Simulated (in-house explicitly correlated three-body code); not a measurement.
Two electrons around a point charge Z = 50.758. Computed variationally in 260 exponentially correlated functions with an in-house code, non-relativistic, converged to about 10⁻⁸ of the energy. Wanted, and plotted below: the bound S and P states that converged, by term and principal number n, on a logarithmic scale of binding.

The ground state is bound by 34.19 keV. The n = 2 states drawn run, from the deepest, 2 ³S (8505 eV), 2 ³P (8454 eV), 2 ¹S (8446 eV), 2 ¹P (8409 eV). Exchange puts 2 ³S below 2 ¹S by 58.8 eV and 2 ³P below 2 ¹P by 44.9 eV. Quantum defects n − (Z − 1)/√(2 E(binding)): 2 ³S 0.010, 2 ³P 0.004, 2 ¹S 0.003, 2 ¹P −0.002.

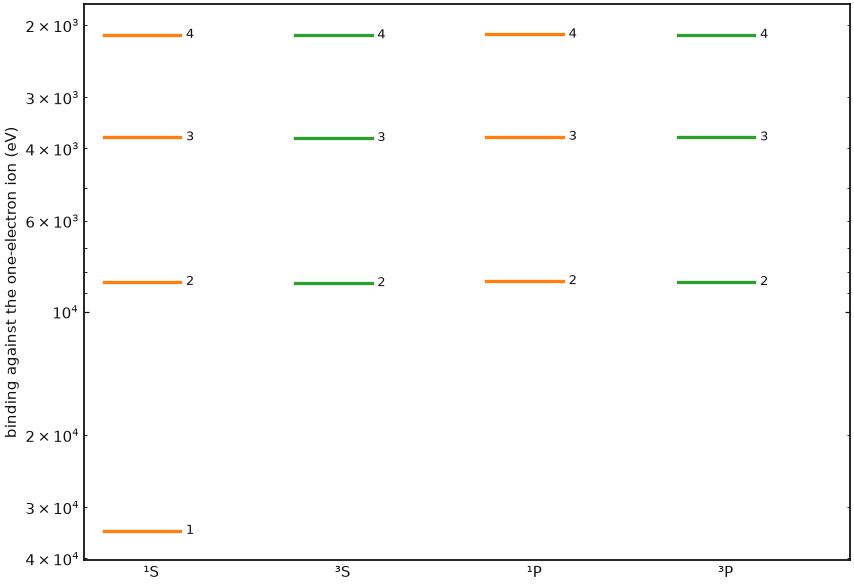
